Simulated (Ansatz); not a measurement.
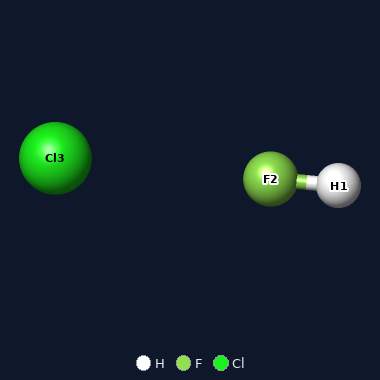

The system is H + FCl, spin multiplicity 2; the picture shows the reference structure. The first coordinate is: distance H1–F2; the second: distance F2–Cl3. Nothing is relaxed (the angle H1–F2–Cl3 is fixed at 180 degrees). Grid: 17 × 17 points. Energies: kJ/mol, counted from H far from the relaxed FCl (each part in its own basis). In part of the range the unrestricted reference is strongly spin-contaminated. Method: Ansatz, UKS PBE0-D4/def2-SVPD.

Its coordinates:

```yaml
atoms:
  - { symbol: H, position_ang: [-0.9100, 0.0000, 0.0000] }
  - { symbol: F, position_ang: [0.0000, 0.0000, 0.0000] }
  - { symbol: Cl, position_ang: [2.8960, 0.0000, 0.0000] }
```

Range: distance H1–F2 from 0.728 to 2.328 Å; distance F2–Cl3 from 1.296 to 2.896 Å.

Question: Predict the map.

Answer: The lowest grid point is at distance H1–F2 = 0.910 Å, distance F2–Cl3 = 2.896 Å, −347 kJ/mol from H far from the relaxed FCl (each part in its own basis). It lies in a valley that leaves the map towards separated partners. The highest grid point, distance H1–F2 = 0.728 Å, distance F2–Cl3 = 1.296 Å, lies 1425 kJ/mol above the lowest. On the interpolated surface the lowest path from the side where the first distance is long, distance H1–F2 = 2.328 Å, distance F2–Cl3 = 1.649 Å, to the side where the second distance is long, about distance H1–F2 = 0.93 Å, distance F2–Cl3 = 2.90 Å, has its top at about distance H1–F2 = 1.71 Å, distance F2–Cl3 = 1.72 Å, about 7 kJ/mol above the start and 350 kJ/mol above the end.

```tsv
distance F2–Cl3 ↓, distance H1–F2 →	0.772	0.910	1.081	1.274	1.485	1.711	1.949	2.199
2.896	−252	−347	−295	−175	−39	75	141	180
2.641	−250	−345	−294	−174	−40	70	135	172
2.397	−241	−336	−286	−169	−39	62	121	156
2.164	−212	−310	−263	−151	−35	48	96	123
1.946	−144	−246	−207	−111	−25	26	52	64
1.743	−2	−114	−96	−40	−5	7	9	9
1.560	249	115	85	73	53	34	21	15
1.403	614	438	340	265	207	171	151	141
1.296	966	762	623	515	441	397	373	362
```

The table holds every second grid line.

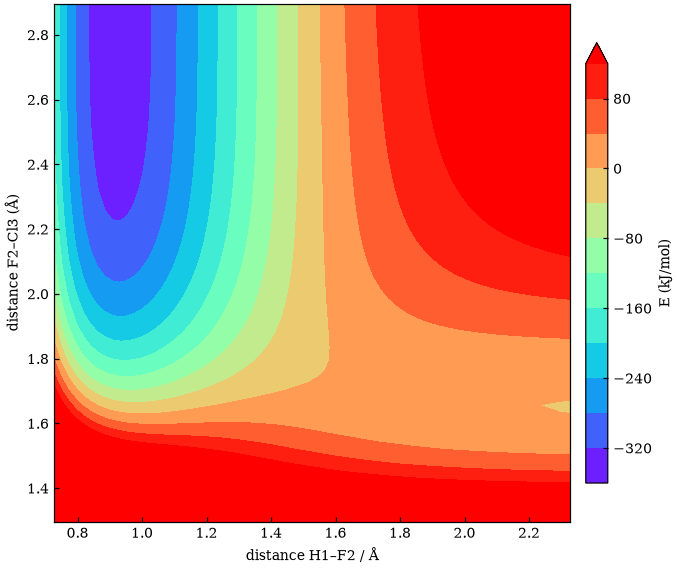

In the figure: filled contours, one colour for all values above the top of the scale. Between grid points the surface is interpolated.

The whole map (289 points run) took 19 min on 1 thread of Arm Neoverse V1 (shared host).
